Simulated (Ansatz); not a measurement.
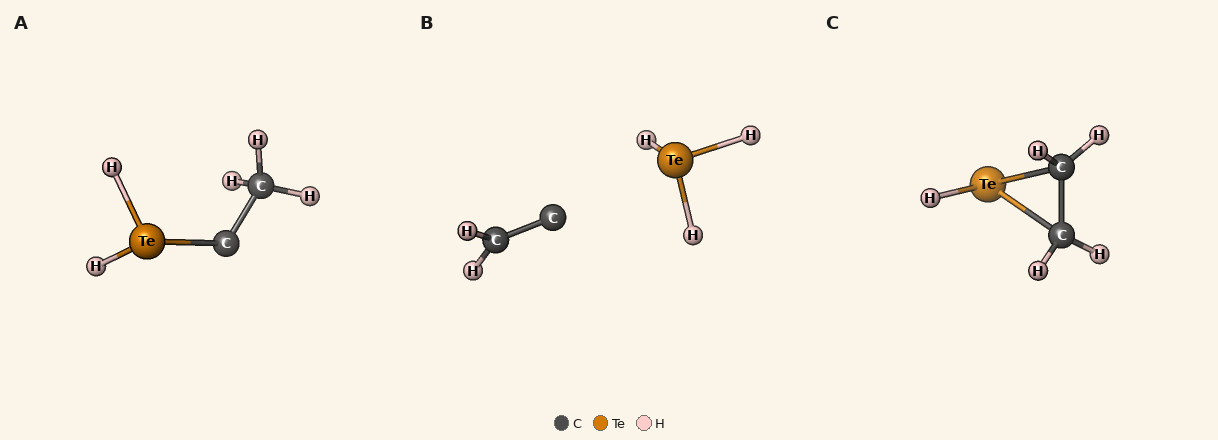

3 stationary structures of one formula. State: charge +1, singlet. Geometries: PBE-D4/def2-SVP. Electronic energies: PBE-D4/def2-SVP (Ansatz 0.2.0), without zero-point energy. No frequency run is at hand to confirm each as a minimum. Each is one conformer, not always the lowest.

Question: Rank them by energy, lowest first.

Answer: C is lowest (Cs); A lies 363.1 kJ/mol above it (C1), B lies 400.6 kJ/mol above it.
